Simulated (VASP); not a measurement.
Band structure of LiH (rock salt). All values below come from PBE GGA, VASP's PBE PAW potentials (set 64) (plane waves; VASP).

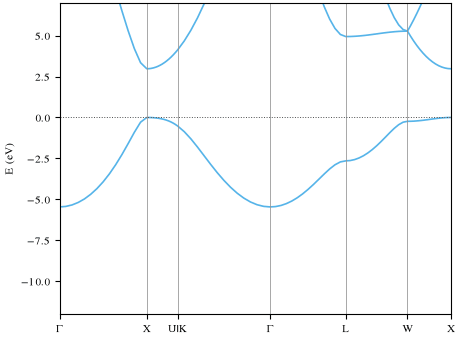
Fig. 1. Bands along high-symmetry lines, zero at the valence-band maximum or, without a gap, the Fermi level

### Question
Read the plot: is there a gap, and where are the band edges?

### Answer
The gap is direct, 2.97 eV, from the valence maximum at X to the conduction minimum at X. (Edges off the drawn lines would not show.)

The compound is LiH in the rock salt structure. It was relaxed first, which changed the volume by -6 %.
